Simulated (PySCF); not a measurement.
## Electronic structure of HCl···CH4O···CH4O in real space

Input file:

```
{"job": {"kind": "inter", "xc": "wB97M-D3(BJ)", "basis": "def2-SVPD", "pairs": true}, "charge": 0, "multiplicity": 1, "parts": [{"atoms": "0-1", "charge": 0, "multiplicity": 1}, {"atoms": "2-7", "charge": 0, "multiplicity": 1}, {"atoms": "8-13", "charge": 0, "multiplicity": 1}]}
Cl     0.376331     0.126096     0.149531
H      0.045342    -1.202130     0.425643
C      0.561420    -2.312115    -3.215102
O     -0.334181    -1.973843    -2.177874
H      0.420583    -3.376615    -3.439102
H      0.351835    -1.733697    -4.128086
H      1.610622    -2.148147    -2.919812
H     -0.173583    -1.063233    -1.885281
C      0.831579    -3.415916     0.817588
O     -0.261354    -2.622406     0.395068
H      0.937647    -3.286469     1.900851
H      0.641612    -4.477143     0.602954
H      1.768999    -3.104421     0.329426
H     -0.353430    -2.661158    -0.585942
```

Run with:

```sh
OMP_NUM_THREADS=1 python cluster_run.py task.json out
```

Geometry: PBE0-D3(BJ)/def2-SVPD.

Theory: wB97M-D3(BJ)/def2-SVPD, SCF density, gas phase (PySCF 2.14.0).

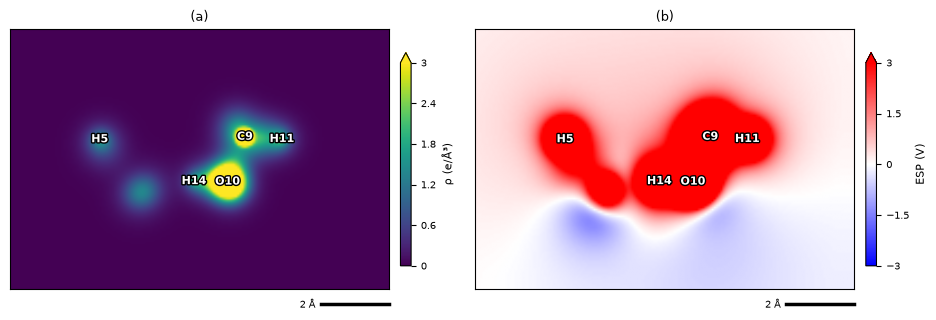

Figure 1. (a) total electron density; (b) molecular electrostatic potential on the plane of atoms C9, O10 and H14.

Interpret the plot.

Answer. The plane passes through H, C and O nuclei. C–O (1.42 Å): ρ at the midpoint is about 2 e/Å³, with its minimum of 1.7 e/Å³ about 0.5 Å from C. O–H (0.99 Å): the density is about 3.7 e/Å³ at the midpoint. C–H (1.10 Å): ρ at the midpoint is about 2 e/Å³. Outside the dense part of the complex the potential is most negative (−1.4 V) near O4, which lies off the plane.

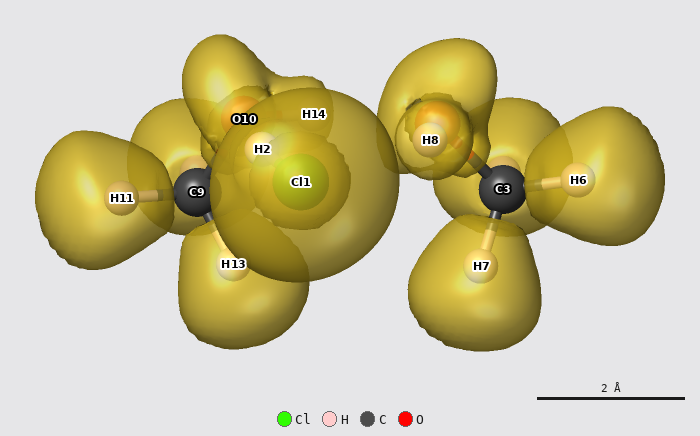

Figure 2. Isosurface of the ELF at 0.75 (yellow), seen from one side. Core shells and regions of very low density are left out.

Describe the localisation domains.

Answer. The ELF exceeds this value in six regions around hydrogen nuclei, one joined region spread over several atoms (Cl, H), in which their bonds and any lone pairs are merged and two joined regions spread over several atoms (H, O), in which their bonds and any lone pairs are merged. Profiles from the grid: O10···H2 (1.45 Å): the ELF climbs to about 0.95 towards the hydrogen, as it does in any bond to H. C–O (1.41 Å): the ELF peaks at about 0.90 between the atoms: a shared but strongly polarised pair.

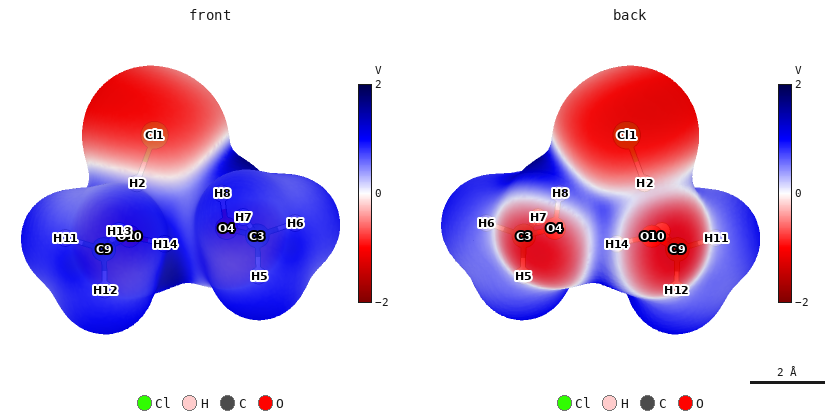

Figure 3. The molecular electrostatic potential painted on the density surface at 0.002 e/bohr³, seen from the front and from behind; red is negative and blue positive.

Which sites attract a positive test charge, and which a negative one?

Answer. A positive charge is drawn to the negative regions and a negative charge to the positive ones. The most negative region (about −1.2 V, or −28 kcal/mol for a unit charge) lies over Cl1, the most positive (about +1.6 V, or +37 kcal/mol for a unit charge) over H8, C9 and H14.

How polar is the complex by this calculation?

Answer. Its dipole moment is 3.92 D.

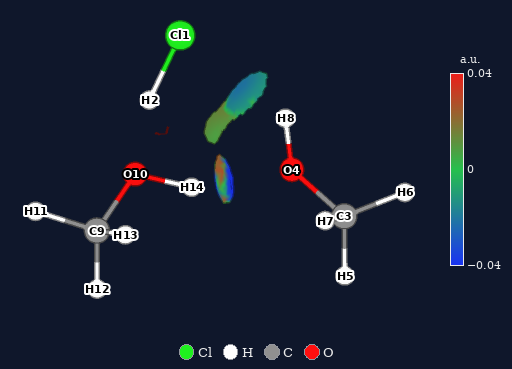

Figure 4. Non-covalent interaction (NCI) plot: the surface where the reduced density gradient is 0.6, for densities under 0.05 a.u., coloured by sign(λ₂)ρ; seen across its widest extent.

Which non-covalent interactions does the plot reveal?

Answer. H14···O4 (1.7 Å): a hydrogen bond (blue, attractive); H8···Cl1 (2.4 Å): a hydrogen bond (blue, attractive).
